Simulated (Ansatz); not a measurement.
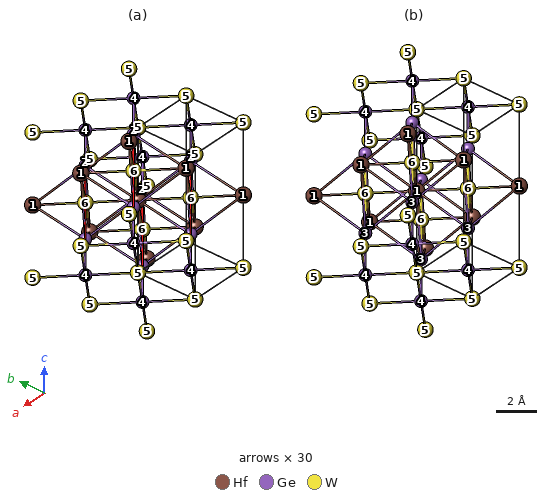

The structure of solid HfGe3W2 (a generated structure, set up in P4/mmm) (coarse preliminary run) before (left) and after (right) a relaxation, at one scale. The red arrows give the displacements (the part carried along by the change of the cell is left out), magnified 30 times.

A ball-and-stick model of the cell of the calculation, repeated 2 × 2 × 1 with one cell outlined, seen from a free direction.

Theory: DFT PBE, scalar-relativistic, plane waves, PAW (Ansatz).

Input file:
```yaml
crystal:
  lattice:
    - [3.78852485, 0.0, 0.0]
    - [0.0, 3.78852485, 0.0]
    - [0.0, 0.0, 8.8525906]
  atoms:
    - { symbol: Hf, position: [0.0, 0.0, 0.5] }
    - { symbol: Ge, position: [0.5, 0.5, 0.75114083] }
    - { symbol: Ge, position: [0.5, 0.5, 0.24885917] }
    - { symbol: Ge, position: [0.5, 0.5, 0.0] }
    - { symbol: W, position: [0.0, 0.0, 0.0] }
    - { symbol: W, position: [0.5, 0.5, 0.5] }
basis:
  ecutwfc: 420
kpoints:
  mp_grid: { grid: [4, 4, 2] }
hamiltonian:
  xc: pbe
scf:
  occupations: { method: gaussian, width: 0.1 }
  lower_state_search: "off"
output:
  forces: true
  stress: true
  eigenvalues: true
relax:
  adjacent_minimum: "off"
  f_tol: 0.04
  max_steps: 70
  cell: { stress_tol: 0.4 }
```

Command:
```bash
ansatz run input.yaml --threads 1 --pin off --max-ram 2560MiB --backend cpu --events-out ev --progress --plain --runs-dir out
```

Describe what moved and what it gained.

The largest moves relative to the cell, 0.073 Å, are those of Ge2 and Ge3. Ge3 goes along +c. W and Hf stay in place. Cell: a = b 3.789 → 3.692 Å (−2.5 %), c 8.853 → 9.950 Å (+12.4 %). Volume +6.8 %. Some distances before and after: Ge2–Ge4 2.203 → 2.549 Å, Ge2–W6 2.223 → 2.426 Å, Hf1–Ge2 3.481 → 3.564 Å, Ge4–W5 2.679 → 2.611 Å. Bond angles that change, for instance: Hf1–Ge3–Hf1 100.6° → 94.2°, Hf1–Ge3–Hf1 65.9° → 62.4°, Hf1–Ge3–Ge4 129.7° → 132.9°. The space group stays P4/mmm (No. 123). Over 5 accepted moves (6 points after the start) the energy falls by 1.456 eV per cell of the calculation. Largest force component: 1.4 eV/Å at the start, 0.00094 eV/Å at the end. The pressure goes from 8.60 to 0.12 GPa. At 1 point the geometry stayed and the basis and grid were re-selected for the new cell (energy shift of 8.8 meV per cell of the calculation at most each time).

Limits of the set-up: the k-point mesh is coarse for a cell with partly filled bands.
